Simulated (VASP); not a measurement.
Input:

```
CELL_PARAMETERS angstrom
      1.85318    -3.20979     0.00000
      1.85318     3.20979     0.00000
      0.00000     0.00000     5.71303
ATOMIC_POSITIONS crystal
  Tb 0.33333 0.66667 0.25000
  Tb 0.66667 0.33333 0.75000
```

These are RPBE GGA, VASP's PBE PAW potentials (set 64) (plane waves; VASP 6.6.1) values and carry that method's errors. Run with 520 eV cut-off, 13×13×7 Γ-centred mesh, tetrahedra with Blöchl corrections, potentials Tb_3.

The 4f electrons are frozen in the core of the lanthanide potential, so 4f levels, which can set the real gap, and their magnetism are missing.

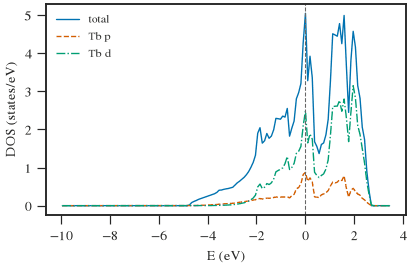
Total and projected density of states, zero at the Fermi level

Within 2 eV below the Fermi level the largest weight inside VASP's projection spheres is Tb d, then Tb p.

It has no gap at this level: it comes out as a metal or semimetal.

The compound is Tb in the hcp structure. It was relaxed first, which changed the volume by +6 %.
